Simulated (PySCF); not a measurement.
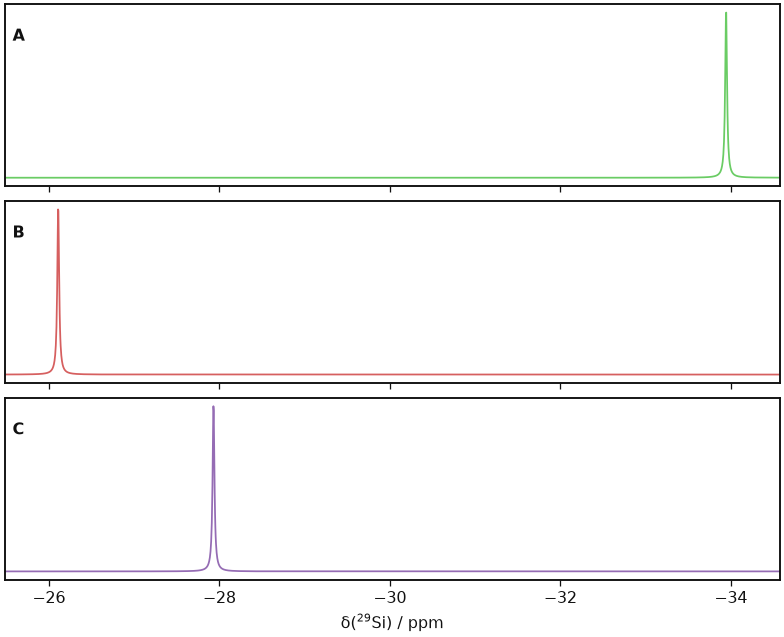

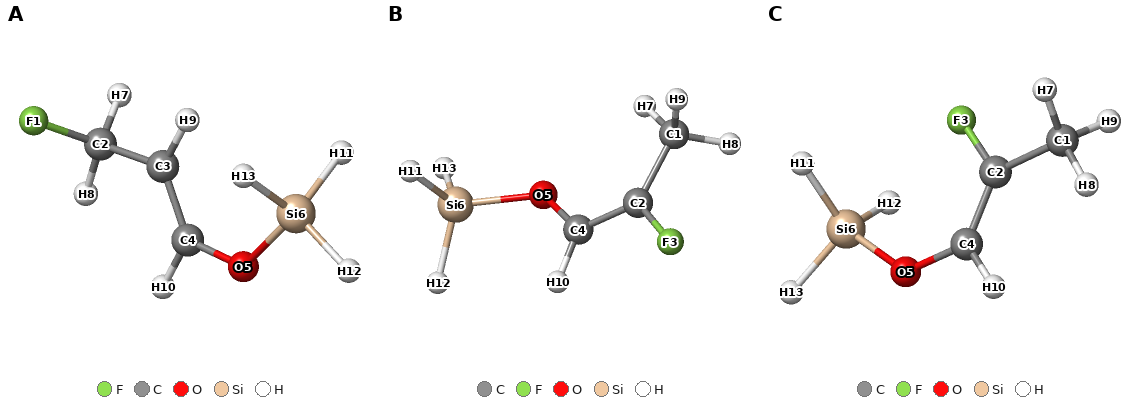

Related molecules: A is C₃H₇FOSi, SMILES FC/C=C/O[SiH3]; B is C₃H₇FOSi, SMILES C/C(F)=C\O[SiH3]; C is C₃H₇FOSi, SMILES C/C(F)=C/O[SiH3]. GIAO ²⁹Si shifts against TMS, PBE0/pcSseg-1, PySCF 2.14.0, at a PBE0-D3(BJ)/def2-SVP geometry (no frequency check); fully decoupled, line heights follow the number of nuclei within a panel, widths are arbitrary (no quadrupolar broadening); values of one conformer, averaged over nuclei that symmetry or rotation about single bonds exchange, these motions taken as fast; other conformers aren't averaged in.

### How does the ²⁹Si shift respond?

From A (−33.9 ppm) to B (−26.1 ppm) the nucleus is deshielded by 7.8 ppm. From A (−33.9 ppm) to C (−27.9 ppm) the nucleus is deshielded by 6.0 ppm.
